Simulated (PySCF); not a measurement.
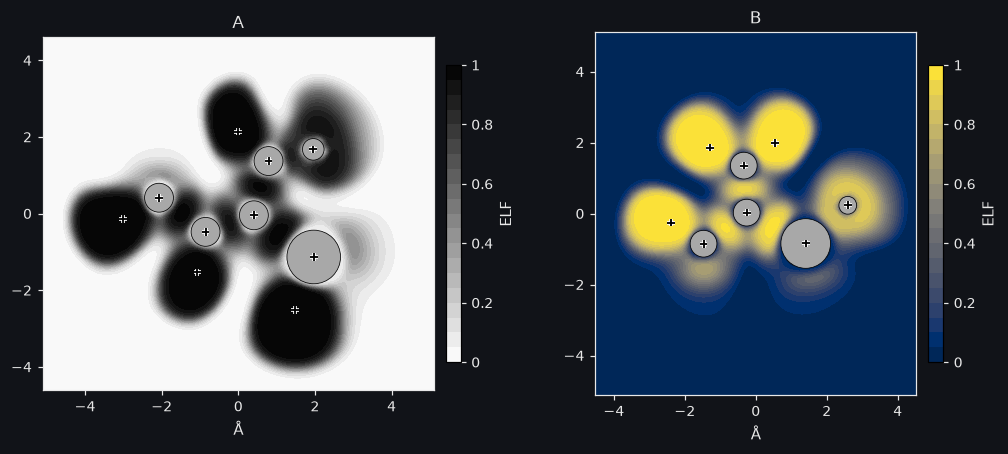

The electron localisation function of 2 systems, each on a plane through atoms (crosses mark nuclei in the plane; grey discs cover the cores).

These are results of CAM-B3LYP/def2-SVPD, SCF density, gas phase (PySCF), not measurements.

System 1: C$_{5}$H$_{6}$BrFSi, the plane of atoms Si3, C6 and C7. Geometry: GFN2-xTB.

```tsv
atom	x (Å)	y (Å)	z (Å)
C	2.9473	0.4926	-1.2960
C	1.8830	-0.0376	-1.1227
Si	0.2179	-0.7906	-0.8909
F	0.3908	-2.3879	-0.8410
Br	-0.9793	-0.4035	-2.7198
C	-0.6880	-0.1926	0.6405
C	-1.0018	-1.0285	1.6223
C	-1.0322	1.2647	0.6911
H	3.8881	0.9400	-1.4428
H	-1.5237	-0.6937	2.5055
H	-0.7550	-2.0764	1.5853
H	-1.6675	1.5344	-0.1528
H	-1.5539	1.5108	1.6130
H	-0.1264	1.8677	0.6262
```

System 2: C$_{4}$H$_{6}$F$_{2}$OSi, the plane of atoms C3, Si4 and H12. Geometry: GFN2-xTB.

```xyz
14

O     1.0537    2.2590    0.2561
C     0.1241    1.4896    0.2747
C     0.3436    0.0754   -0.0451
Si    2.1852   -0.2185   -0.4283
C    -0.6205   -0.8450   -0.0606
C    -2.0711   -0.5759    0.2456
F    -2.2297   -0.0696    1.4980
F    -2.5942    0.3537   -0.5982
H    -0.8918    1.8283    0.5292
H     2.5353    0.5797   -1.5967
H     2.9532    0.1203    0.7634
H     2.3029   -1.6498   -0.7282
H    -0.3912   -1.8717   -0.3053
H    -2.7001   -1.4759    0.1733
```

> Which map belongs to which system?

Panel A is system 2, C$_{4}$H$_{6}$F$_{2}$OSi: the plane holds O, C, Si and H. C–O (1.21 Å): the ELF peaks at about 0.90 between the atoms (a short, multiple covalent bond). Panel B is system 1, C$_{5}$H$_{6}$BrFSi: the plane holds Si, F, C and H. Si–F (1.61 Å): the ELF peaks at about 0.85 in the valence shell of F, 0.6 Å from its nucleus, and is about 0.50 at the midpoint.
